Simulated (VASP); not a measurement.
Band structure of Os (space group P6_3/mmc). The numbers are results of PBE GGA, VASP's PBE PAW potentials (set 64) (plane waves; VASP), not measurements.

Unless said otherwise, spin-orbit coupling is left out, though it shifts the bands of the heavy elements here.

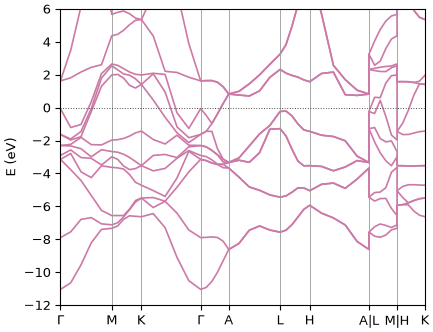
Fig. 1. Bands along high-symmetry lines, zero at the valence-band maximum or, without a gap, the Fermi level

Read the plot: is there a gap, and where are the band edges?

It has no gap at this level: it comes out as a metal or semimetal.

The structure is a typed Os crystal (P6_3/mmc). The cell was not relaxed at this level.
